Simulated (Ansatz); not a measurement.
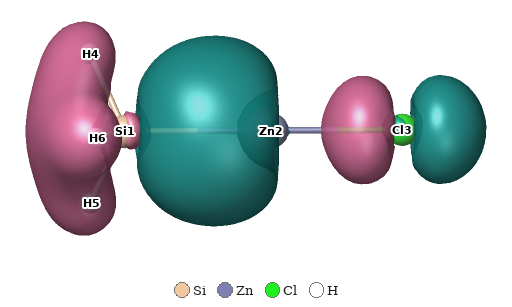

*ClH$_{3}$SiZn (SMILES [SiH3][Zn][Cl]). The HOMO at ±0.1 Å⁻³ᐟ² (teal and pink are the two phases), seen across its widest extent.*

Geometry: PBE0-D4/def2-TZVP.

Computed with Ansatz, RKS PBE0-D4/def2-TZVPP.

Input

```
crystal:
  periodic: [false, false, false]
  atoms:
    - {symbol: Si, position_ang: [-0.659081, 0.402370, -0.393852]}
    - {symbol: Zn, position_ang: [1.132929, -0.707513, 0.644593]}
    - {symbol: Cl, position_ang: [2.746170, -1.708103, 1.580184]}
    - {symbol: H, position_ang: [-0.479822, 0.419711, -1.870622]}
    - {symbol: H, position_ang: [-1.945104, -0.279835, -0.087269]}
    - {symbol: H, position_ang: [-0.752992, 1.809269, 0.080765]}
basis:
  gaussian: {orbitals: def2-TZVPP}
hamiltonian: {xc: pbe0, dispersion: d4}
output: {orbitals: {seedname: orbitals}}
```

Run with:

```sh
ansatz run in.yaml --threads 2 --pin off --events-out ev --progress --plain --max-ram 4352MiB
```

**Describe this orbital and give its energy.**

It lies mainly on Si1 (about 40 %), Zn2 (about 30 %) and Cl3 (about 15 %). Its energy is −8.28 eV.
